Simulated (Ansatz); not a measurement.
**BaTiO3, pressure series**

The parent structure is BaTiO$_{3}$ in the cubic perovskite structure (space group Pm-3m, No. 221; a = 4.019 Å).

Cell and atoms are relaxed at each pressure.

The values are results of PBE/PAW in Ansatz (a quantum-chemistry and plane-wave program), no spin-orbit coupling, not measurements.

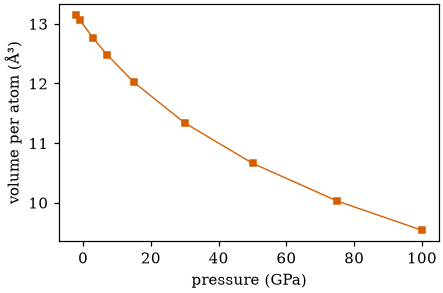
Figure: Volume against pressure

Question: Estimate the zero-pressure bulk modulus from the plot.

Answer: About 160 GPa; a third-order Birch–Murnaghan fit to the points gives V₀ = 12.98 Å³/atom, B₀ = 164 GPa and B₀′ = 4.4.

Measured bulk modulus of BaTiO3: 162 GPa (temperature not stated; as listed in Yu-ichiro Matsushita, Kazuma Nakamura, Atsushi Oshiyama, Physical Review B (2011)); the computed value is for a static lattice, so the two differ by thermal effects too.

Between the base and pressure 15 GPa the gap moves from 1.78 eV to 1.95 eV, a mean slope of 11 meV/GPa.

Load acts through the strain it causes; cell and atoms are relaxed under it. Whether these cells are dynamically stable was not tested. No other phases were tried under pressure. The final runs are not spin-polarised. Many cubic perovskites are stable only at high temperature; tilts and polar distortions were not tested. This is not the structure that BaTiO3 has at room temperature and ambient pressure.
